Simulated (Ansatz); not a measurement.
BNH$_{5}$Cl: several calculations on one system

Part 1: Relaxation

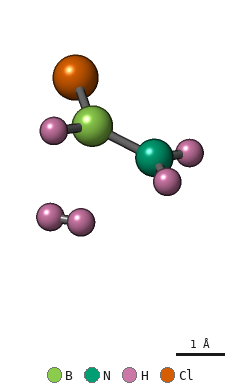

Starting structure of BNH5Cl. Style: ball-and-stick. Shown at a tilt.

The run prepares an end point of a later path (reaction) calculation, from a guessed geometry.

The calculation used Ansatz 0.2.0, RKS BLYP-D4/def2-SVP.

Input
```yaml
crystal:
  periodic: [false, false, false]
  atoms:
    - { symbol: B, position_ang: [-0.003505, -0.160006, 0.259428] }
    - { symbol: "N", position_ang: [0.006552, -0.282987, 1.725249] }
    - { symbol: H, position_ang: [-0.817461, -0.54533, 2.267466] }
    - { symbol: H, position_ang: [0.872565, -0.226273, 2.261217] }
    - { symbol: H, position_ang: [1.018753, 0.08601, -0.33271] }
    - { symbol: Cl, position_ang: [-1.511277, -0.448934, -0.644349] }
    - { symbol: H, position_ang: [-0.566443, 2.1687, 0.454137] }
    - { symbol: H, position_ang: [-0.369883, 1.86262, 1.074961] }
basis:
  gaussian: { orbitals: def2-SVP }
hamiltonian:
  xc: blyp
  dispersion: d4
relax:
  f_tol: 0.03
  max_steps: 50
```

Launched with:
```bash
ansatz run input.yaml --threads 2 --pin off --max-ram 3072MiB --backend cpu --events-out ev --progress --plain --runs-dir out
```

Predict the outcome.

The energy falls by 9.41 kcal/mol in 18 accepted moves (22 points after the start). The largest force component goes from 2.3 to 0.024 eV/Å. The line search rejected the trial steps at points 4, 12, 15, 18 of the run. The forces were under the threshold at step 6, but the run went on from there. The atom that moves furthest after the best rigid fit is H7 (1.53 Å). Largest moves by element: H 1.53 Å, Cl 0.98 Å, B 0.61 Å, N 0.34 Å. Among the contacts that change: B1–N2 1.471 → 1.400 Å, H7–H8 0.720 → 0.768 Å, B1–Cl6 1.781 → 1.790 Å. The run took 36 s on 2 threads of Intel(R) Xeon(R) Platinum 8259CL CPU @ 2.50GHz (Skylake/Cascade Lake) (shared host), peak memory 0.16 GiB.

The structure at the end:

```xyz
8

B     0.0735   -0.7374    0.0919
N    -0.0455   -0.2385    1.3942
H    -0.9199   -0.2479    1.9236
H     0.7503    0.1411    1.9097
H     1.1339   -0.7197   -0.4875
Cl   -1.3600   -1.4164   -0.7368
H    -0.5457    3.2062    1.5771
H    -0.4573    2.4663    1.3931
```

The end point in the same view:

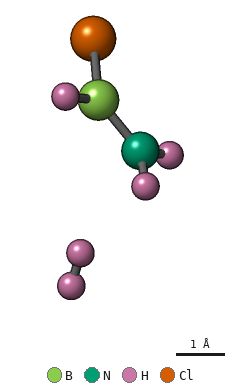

Limits of the set-up: the start holds two separate molecules, 2.2 Å apart at their closest, whose relative position is a soft coordinate.

Part 2: Relaxation

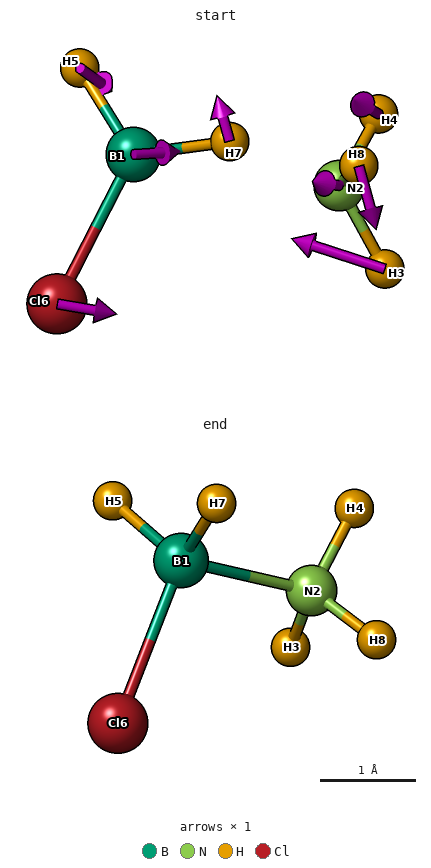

The structure of BNH5Cl before (top) and after (bottom) a relaxation, at one scale. The purple arrows give the displacements, at their true length.

The picture is a ball-and-stick view, seen at a tilt.

The run prepares an end point of a later path (reaction) calculation, from a guessed geometry.

Theory: Ansatz 0.2.0, RKS BLYP-D4/def2-SVP.

Input
```yaml
crystal:
  periodic: [false, false, false]
  atoms:
    - { symbol: B, position_ang: [-0.131701, 0.442719, -0.537185] }
    - { symbol: "N", position_ang: [-0.067574, 0.045908, 2.170571] }
    - { symbol: H, position_ang: [-0.853942, -0.191153, 2.789474] }
    - { symbol: H, position_ang: [0.796865, 0.020306, 2.728015] }
    - { symbol: H, position_ang: [0.945819, 0.001704, -0.853622] }
    - { symbol: Cl, position_ang: [-1.582676, -0.381733, -1.119242] }
    - { symbol: H, position_ang: [-0.274417, 1.485933, 0.036638] }
    - { symbol: H, position_ang: [-0.203073, 1.030117, 1.850751] }
basis:
  gaussian: { orbitals: def2-SVP }
hamiltonian:
  xc: blyp
  dispersion: d4
relax:
  f_tol: 0.03
  max_steps: 50
```

Launched with:
```bash
ansatz run input.yaml --threads 2 --pin off --max-ram 3072MiB --backend cpu --events-out ev --progress --plain --runs-dir out
```

Question: What changed between the two?

Answer: The largest move after the best rigid fit is that of H3, 1.06 Å. By element the largest moves are H 1.06 Å, Cl 0.65 Å, B 0.61 Å, N 0.52 Å. Near-neighbour distances that change, for instance: B1–N2 2.737 → 1.653 Å, B1–Cl6 1.767 → 1.879 Å, B1–H7 1.199 → 1.222 Å, B1–H5 1.207 → 1.222 Å. New bonds form, among them: B1–N2 (2.74 → 1.65 Å). Among the angles between lasting bonds that change: H5–B1–H7 123.4° → 115.7°, H5–B1–Cl6 118.4° → 112.9°. Over 22 accepted moves (24 points after the start) the energy falls by 106.5 kJ/mol. The largest force component goes from 0.57 to 0.0068 eV/Å. The line search rejected the trial steps at points 18, 22 of the run. The forces were under the threshold at step 9, but the run went on from there. Cost: 45 s on 2 threads of Intel(R) Xeon(R) Platinum 8259CL CPU @ 2.50GHz (Skylake/Cascade Lake) (shared host), peak memory 0.16 GiB.

Part 3: Path

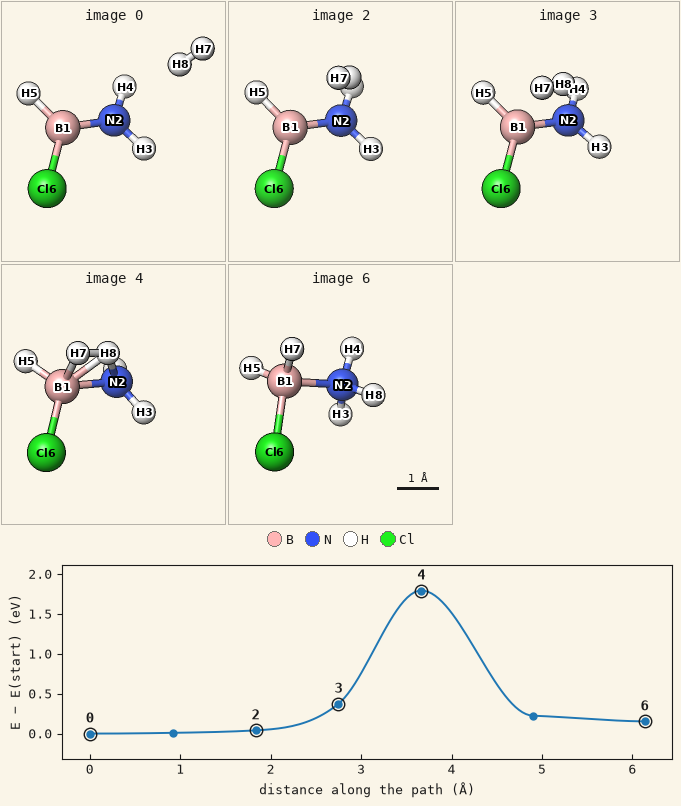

NEB run on BNH5Cl, made up at the start of BNH$_{3}$Cl and H$_{2}$. Images are numbered from 0 (start) to 6 (end). Style: ball-and-stick. Shown from a free direction.

Level of theory: RKS BLYP-D4/def2-SVP in Ansatz 0.2.0. Set-up: 5 movable images; climbing image; force threshold 0.05 eV/Å; iteration limit 60; starting path through a guess of the saddle point.

### What happens along the path, and what is the barrier?

Breaking: H7–H8 (0.77 → 1.03 at the top → 2.56 Å). Forming: B1–H7 (4.26 → 1.43 at the top → 1.22 Å), N2–H8 (2.74 → 1.39 at the top → 1.03 Å). The highest point, image 4, lies 1.79 eV above the start and 1.64 eV above the end; the end is at +0.15 eV relative to the start. The band is converged. At the top, the vibrational analysis gives one imaginary mode (1355i cm⁻¹), as a transition state must have.

Limits of the set-up: the start holds two separate molecules, 2.7 Å apart at their closest, whose relative position is a soft coordinate.

Cost: 2.2 min on 2 threads of Intel(R) Xeon(R) Platinum 8259CL CPU @ 2.50GHz (Skylake/Cascade Lake), on a shared host, peak memory 0.16 GiB.
